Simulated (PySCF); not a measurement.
Input file:

```
{"job": {"kind": "nmr", "xc": "PBE0", "basis": "pcSseg-1"}, "charge": 0, "multiplicity": 1}
C     -2.529799    -1.208430     0.293700
Si    -1.218838    -0.160538    -0.592196
C     -0.102345     0.655348     0.734626
B      0.771250     1.776445     0.096107
S      2.372561     1.530442    -0.604928
C      2.763417    -0.235309    -0.328824
H     -3.173530    -1.701138    -0.427704
H     -2.084506    -1.980026     0.915118
H     -3.161730    -0.597790     0.932243
H     -0.408312    -1.026805    -1.465486
H     -1.870786     0.858581    -1.422097
H      0.473326    -0.137506     1.214089
H     -0.765522     1.068811     1.495438
H      0.375509     2.873917    -0.003283
H      1.985918    -0.853584    -0.763909
H      3.711960    -0.425618    -0.818981
H      2.854430    -0.424770     0.736177
```

Run with:

```sh
OMP_NUM_THREADS=1 python probes_run.py task.json out
```

Geometry: GFN2-xTB.

Method: PBE0/pcSseg-1, SCF density, gas phase, non-relativistic in PySCF 2.14.0.

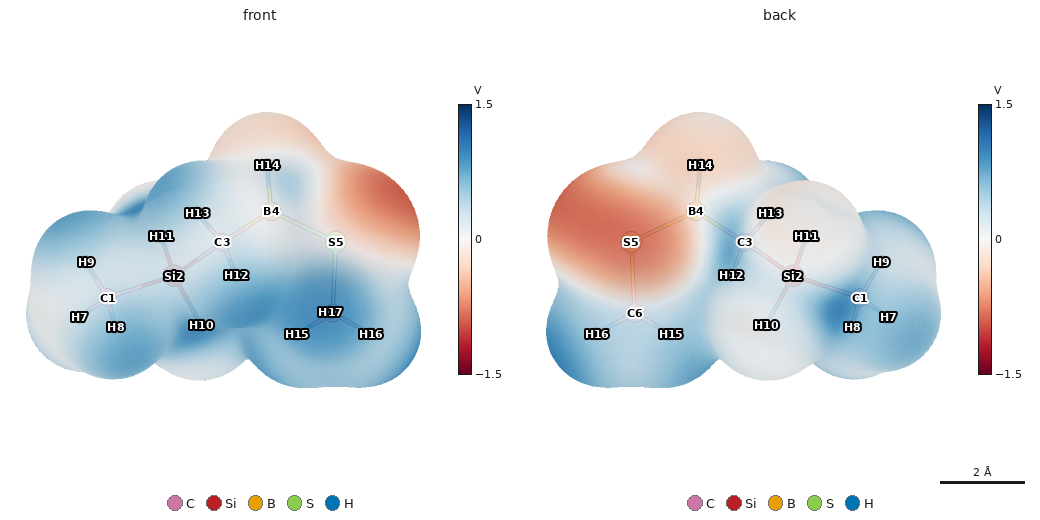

C3H11BSSi (SMILES C[SiH2]CBSC). The electrostatic potential painted on the density surface at 0.002 e/bohr³, seen from the front and from behind; red is negative and blue positive.

Where is the surface potential most negative and most positive?

Answer. The most negative region (about −0.9 V) lies over S5, the most positive (about +1.0 V) over Si2, H12, H16 and H17.

What dipole moment does the calculation give?

Answer. Its dipole moment is 2.39 D.
